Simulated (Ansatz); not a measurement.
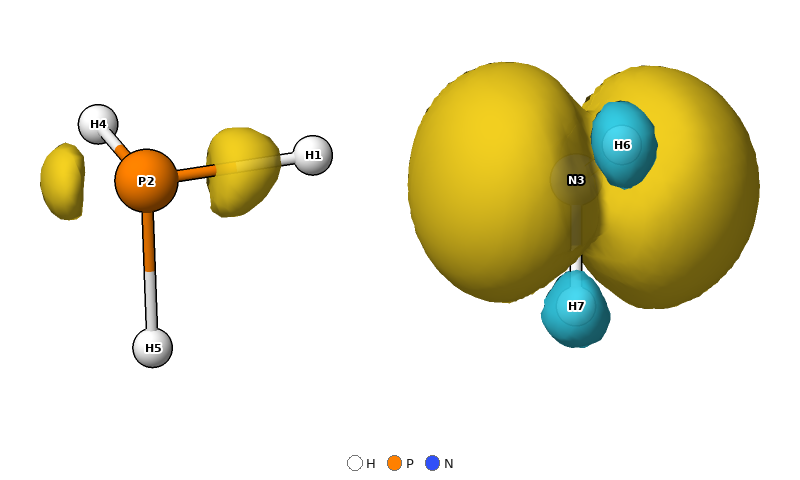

The picture shows: PH₃···NH₂ (doublet). Isosurfaces of the spin density at +0.02 (yellow) and −0.02 e/Å³ (cyan), seen across its widest extent.

Not at a stationary point (largest force 0.9 eV/Å).

All numbers below come from UKS PBE/def2-SVPD (Ansatz).

```yaml
atoms:
  - { symbol: H, position_ang: [0.1535, 0.4255, 0.4448] }
  - { symbol: P, position_ang: [0.7270, 1.6705, 0.1275] }
  - { symbol: N, position_ang: [-0.7157, -1.7195, 0.3203] }
  - { symbol: H, position_ang: [2.0409, 1.1031, -0.0247] }
  - { symbol: H, position_ang: [0.4350, 1.5289, -1.2756] }
  - { symbol: H, position_ang: [-1.4593, -1.4614, 1.0028] }
  - { symbol: H, position_ang: [-1.1814, -1.5471, -0.5950] }
```

**Which atoms carry the spin?**

The unpaired spin (1 electron) lies mostly on N3 (about 0.9), in electrons by Hirshfeld's partition.
